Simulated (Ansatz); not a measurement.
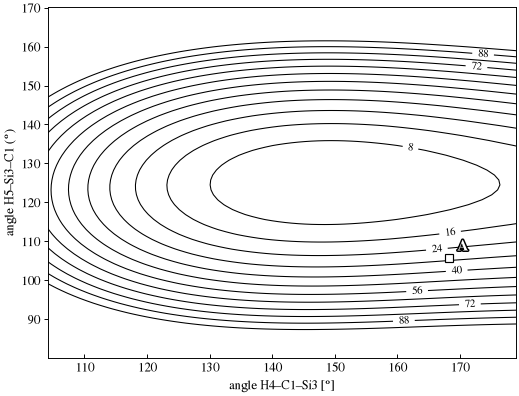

CH₃OSi, SMILES [CH]1O[SiH2]1, spin multiplicity 2. The first coordinate is: angle H4–C1–Si3; the second: angle H5–Si3–C1. Nothing is relaxed (all other coordinates rigid). The grid has 15 × 15 points. Points are written as (first, second). Energies are in kJ/mol, from the relaxed molecule at the same level. Level of theory: Ansatz, UKS PBE-D4/def2-TZVP.

Drawn: contour lines labelled in kJ/mol (none above 96), the point A. Between grid points the surface is interpolated.

Is A at rest? If not, where is it pushed?

Answer. A, at (168.3°, 105.8°), is not a stationary point. The computed force is 0.32 kJ/mol for each degree towards smaller values of angle H4–C1–Si3 and 2.6 kJ/mol for each degree towards larger values of angle H5–Si3–C1.
